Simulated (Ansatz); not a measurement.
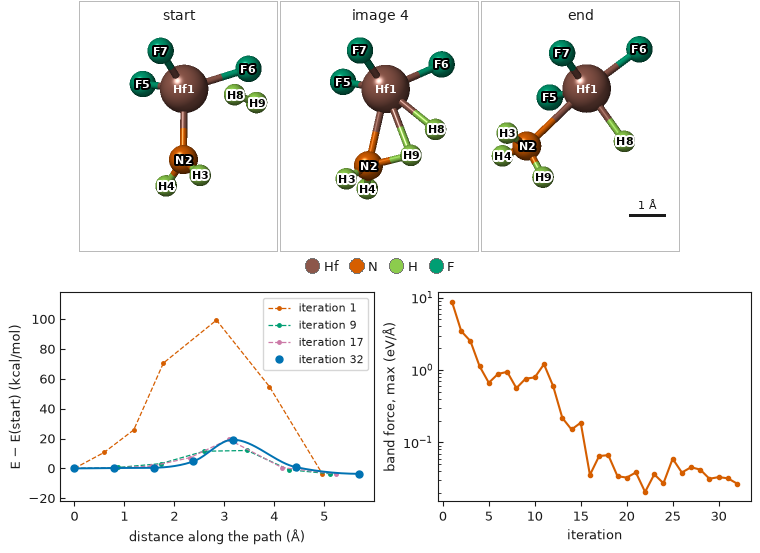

A search for the minimum-energy path of HfNH₄F₃, made up at the start of HfNH$_{2}$F$_{3}$ and H$_{2}$ by the nudged elastic band. Images are numbered from 0 (start) to 6 (end). The plot follows the band through its iterations. Style: ball-and-stick. Shown from a free direction.

Method: RKS PBE-D4/def2-SVP (Ansatz). Settings: 5 movable images; climbing image; force threshold 0.03 eV/Å; iteration limit 60; starting path through a guess of the saddle point.

### Did the band converge, and can the barrier be trusted?

The result is final at these settings. The band converged in 32 iterations. The largest component of the band force went from 8.7 to 0.027 eV/Å. The climbing image converged on the top of the path. Its vibrational analysis gives one imaginary mode (1059i cm⁻¹), as a transition state must have. The first iteration put the highest image at 99.3 kcal/mol. The highest point, image 4, lies 19.2 kcal/mol above the start and 22.8 kcal/mol above the end; the end is at −3.6 kcal/mol relative to the start.

Limits of the set-up: the start holds two separate molecules, 2.6 Å apart at their closest, whose relative position is a soft coordinate.

Cost: 6.5 min on 2 threads of Arm Neoverse V1 (shared host), peak memory 0.21 GiB.
